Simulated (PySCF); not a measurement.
| atom | x (Å) | y (Å) | z (Å) |
| --- | --- | --- | --- |
| H | 0.0000 | 0.0000 | -0.9097 |
| O | 0.0000 | 0.0000 | 0.0573 |

Method: PBE0/aug-cc-pVDZ(-PP), non-relativistic Hamiltonian with scalar-relativistic core potentials where named, at a bond length of 0.967 Å in PySCF 2.14.0.

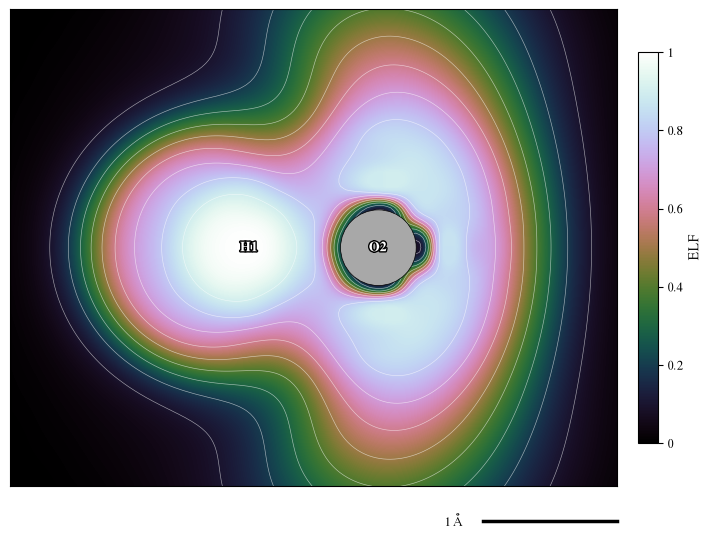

OH (charge −1). ELF on a plane that holds the molecular axis. Grey discs cover the atomic cores.

> What does the map show?

Atoms in the plane: H and O. O–H (0.97 Å): the ELF climbs to about 1 towards the hydrogen, as it does in any bond to H (a covalent bond by its length). The ELF also peaks beside O2, away from the bonds: lone-pair regions.
